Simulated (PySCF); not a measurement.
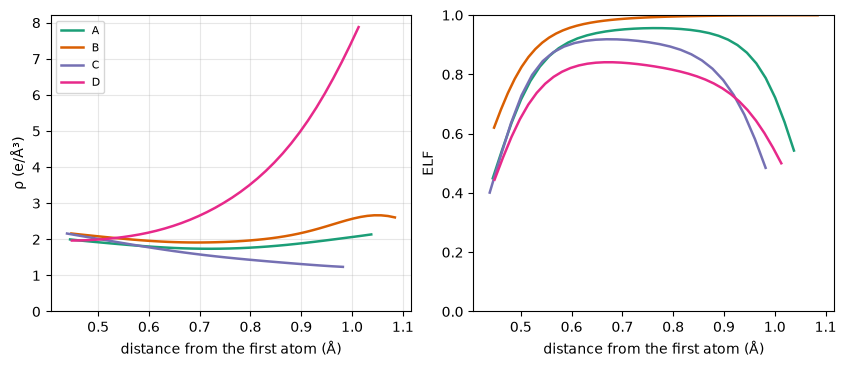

Figure. C$_{4}$H$_{4}$F$_{5}$P. Total electron density and electron localisation function along straight lines between neighbouring atoms. The curves leave out the atomic cores.

Geometry: GFN2-xTB.

Method: PBE0/pcSseg-1, SCF density, gas phase, non-relativistic (PySCF 2.14.0).

Input

```
{"job": {"kind": "nmr", "xc": "PBE0", "basis": "pcSseg-1"}, "charge": 0, "multiplicity": 1}
C     -2.212016     0.324788    -0.314373
C     -1.602282    -0.833836     0.381090
P     -0.021579    -1.261589     0.715708
C      0.932970     0.209560    -0.069682
F      0.708301     0.327381    -1.402804
F      0.599190     1.403796     0.481594
C      2.429643    -0.036113     0.157362
F      2.783899    -1.198379    -0.399703
F      2.675415    -0.132821     1.467685
F      3.218873     0.910968    -0.337149
H     -2.892699     0.835927     0.368401
H     -1.489178     1.042446    -0.686182
H     -2.809906    -0.034737    -1.153277
H     -2.321310    -1.557865     0.754231
```

Launched as:

```sh
OMP_NUM_THREADS=1 python probes_run.py task.json out
```

Which curve belongs to which contact (C–C, C–F, C–H and C–P)? The first atom named is at distance zero.

Answer. Curve A: C–C (1.48 Å): ρ is about 1.7 e/Å³ halfway; the ELF peaks at about 0.95 between the atoms: a shared electron pair. Curve B: C–H (1.08 Å): ρ at the midpoint is about 2 e/Å³; the ELF climbs to about 1 towards the hydrogen, as it does in any bond to H (an ordinary covalent bond to hydrogen). Curve C: C–P (1.67 Å): ρ is about 1.4 e/Å³ halfway; the ELF peaks at about 0.90 between the atoms, as expected for localised, covalent bonding. Curve D: C–F (1.33 Å): the density is about 2.5 e/Å³ at the midpoint; the ELF peaks at about 0.85 between the atoms (a polar covalent bond).
